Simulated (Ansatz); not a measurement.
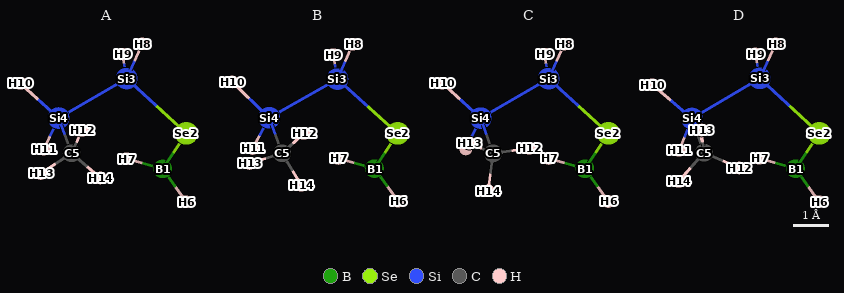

4 geometries from a converged minimum-energy path of CH₉BSeSi₂, shuffled. Style: ball-and-stick. Shown from a free direction.

Theory: RKS PBE0-D4/def2-SVP in Ansatz 0.2.0. Settings: 5 movable images; climbing image; force threshold 0.03 eV/Å; iteration limit 44; starting path by image-dependent pair potential.

**Which frame is the top of the path?**

C. In order along the path, whose images run from 0 to 6: D (image 1, +0.36 kcal/mol), C (image 3, +1.63 kcal/mol), B (image 5, +0.38 kcal/mol), A (image 6, +0.01 kcal/mol). The motion is a rotation about the Si4–C5 bond by about 120°. No bond forms or breaks between the ends.

Cost: 2.9 min on 2 threads of Arm Neoverse V1, on a shared host, peak memory 0.41 GiB.
